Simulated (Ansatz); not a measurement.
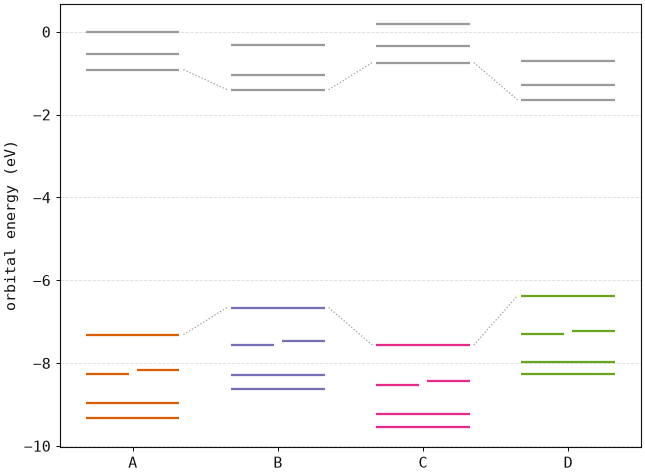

Frontier orbital energies of C₂H₆SSi₂, SMILES C#C[SiH2]S[SiH3] at one geometry, def2-TZVPP, the Ansatz code 0.2.0, at a PBE0-D4/def2-TZVP geometry (no frequency check). Empty levels are grey, levels within 0.1 eV stand side by side; all columns show the same few orbitals around the gap. Dotted lines join the HOMOs and the LUMOs.

The columns come from B3LYP, PBE, PBE0 and r2SCAN. Which is which?

A: B3LYP (HOMO −7.31, LUMO −0.91, separation 6.40 eV)
B: r2SCAN (HOMO −6.66, LUMO −1.40, separation 5.26 eV)
C: PBE0 (HOMO −7.56, LUMO −0.74, separation 6.82 eV)
D: PBE (HOMO −6.38, LUMO −1.64, separation 4.74 eV)

Limits of at least one run: empty levels above zero depend strongly on the basis; one conformer of a flexible molecule.
